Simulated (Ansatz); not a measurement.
## A correction line for HF/def2-TZVPP: vertical ionisation energy

The vertical ionisation energy (cation less neutral) in eV of 6 molecular compounds of W: x at HF/def2-TZVPP, y at CCSD(T)/def2-TZVPP. Shapes, held fixed at every level: PBE0-D4/def2-TZVP. Flexible molecules stand in one conformer, not always the lowest. Programs: Ansatz 0.2.0.

```
                                        molecule  x (eV)  y (eV)
CH4ClFO2SW (SMILES C[O][W]([OH])([F])(=[S])[Cl])    9.21   10.03
                                       W(OH)4ClF   10.13   10.73
                                      W(OH)3Cl2F   10.23   10.79
CH3Cl3O2W (SMILES C[O][W](=[O])([Cl])([Cl])[Cl])   10.45       ?
                                      W(OH)3ClF2   10.49   11.08
                                        W(OH)Cl5   10.51   10.92
```

Problem. Fit y = c + s·x to the known rows and predict y for CH3Cl3O2W.

Solution. 
1. Means of the 5 rows: x = 10.1140, y = 10.710.
2. Σ(Δx)² = 1.1291, Σ(Δx·Δy) = 0.8466, so the slope is 0.8466/1.1291 = 0.7498.
3. Intercept: 10.710 − (0.7498) × 10.1140 = 3.127. The largest residual of the fit is 0.088.
4. CH3Cl3O2W: 3.127 + 0.7498 × 10.45 = 10.96 eV.

CCSD(T)/def2-TZVPP gives 10.75 eV, so the prediction is off by +0.21 eV, more than the largest residual. Uncorrected, HF/def2-TZVPP misses CH3Cl3O2W by -0.30 eV, and the other rows by 0.60 on average. The line overshoots: the miss goes from -0.30 to +0.21. Left out in turn, the other rows are missed by 0.06 eV on average, so the withheld one doesn't follow the line. Cations run unrestricted. For atoms past krypton def2 sets carry core potentials with scalar relativity. Outer-core shells of W are correlated, in sets that cover them unevenly.

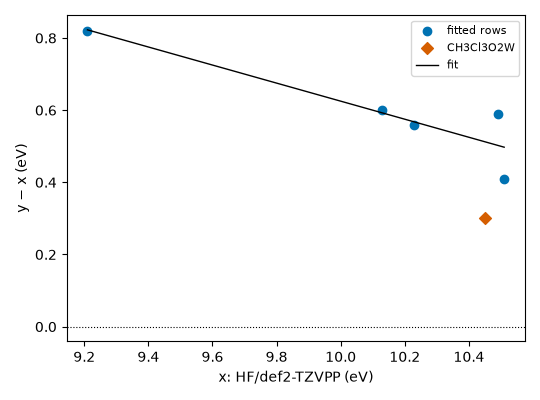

The correction y − x against x, with the fitted line and the withheld molecule.
